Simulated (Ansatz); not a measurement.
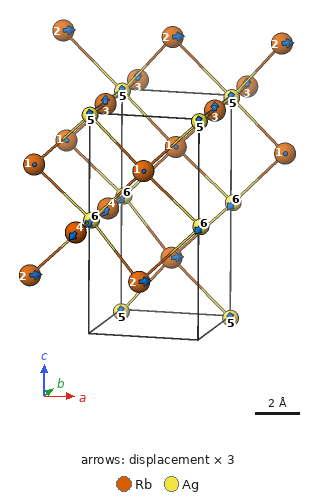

A relaxation of crystalline Rb2Ag (a generated structure, set up in P1) (coarse preliminary run). The starting structure is drawn; blue arrows show the displacements (the part carried along by the change of the cell is left out), 3 times their true length.

A ball-and-stick model of the cell of the calculation, seen slightly off an axis.

Method: DFT PBE, scalar-relativistic, plane waves, PAW in Ansatz 0.2.0.

The input:
```yaml
crystal:
  lattice:
    - [-5.1792224247, 0.0720646549, -0.015309683]
    - [-0.0219011828, -0.0885114757, -7.3513276832]
    - [0.1441293099, -10.3357488451, -0.1237451557]
  atoms:
    - { symbol: Rb, position: [0.4916664925, 0.0058548795, 0.7496965251] }
    - { symbol: Rb, position: [0.4642787563, -0.0148763547, 0.2495318476] }
    - { symbol: Rb, position: [1.0010965467, 0.4867638005, 0.9864997181] }
    - { symbol: Rb, position: [1.0199495051, 0.5165087891, 0.5110214507] }
    - { symbol: Ag, position: [1.0064594993, -0.0111166389, 0.9909534104] }
    - { symbol: Ag, position: [1.0165492002, 0.0168655245, 0.512297048] }
basis:
  ecutwfc: 420
kpoints:
  mp_grid: { grid: [4, 4, 2] }
hamiltonian:
  xc: pbe
scf:
  occupations: { method: gaussian, width: 0.2 }
  lower_state_search: "off"
output:
  forces: true
  stress: true
  eigenvalues: true
relax:
  adjacent_minimum: "off"
  f_tol: 0.025
  max_steps: 60
  cell: { stress_tol: 0.25 }
```

Launched with:
```bash
ansatz run input.yaml --threads 1 --pin off --max-ram 2048MiB --backend cpu --events-out ev --progress --plain --runs-dir out
```

**Describe the change and its energy.**

The largest move relative to the cell is that of Rb2, 0.21 Å along [3 1 0]. By element the largest moves are Rb 0.21 Å, Ag 0.17 Å. The drawn cell changes as follows: a 5.180 → 5.093 Å (−1.7 %), b 7.352 → 7.289 Å (−0.9 %), c 10.337 → 10.165 Å (−1.7 %), α 88.6° → 89.4°, β 91.6° → 90.3°, γ 89.7° → 89.8°; the volume changes by −4.1 %. Near-neighbour distances that change, for instance: Rb2–Ag5 3.930 → 3.611 Å, Rb2–Ag6 3.902 → 3.599 Å, Rb1–Ag6 3.426 → 3.572 Å, Rb1–Ag6 (another image) 3.713 → 3.606 Å. Bond angles that change, for instance: Rb1–Ag6–Rb2 171.2° → 179.1°, Ag5–Rb2–Ag6 97.9° → 90.1°, Ag5–Rb2–Ag6 172.9° → 179.7°. The space group stays P1 (No. 1). After 3 accepted moves (4 points after the start) the energy has fallen by 9.9 meV per atom. Largest force component: 0.16 eV/Å at the start, 0.011 eV/Å at the end. The pressure goes from −0.11 to 0.03 GPa. At 1 point the geometry stayed and the basis and grid were re-selected for the new cell (energy shift of 0.1 meV per atom at most each time).
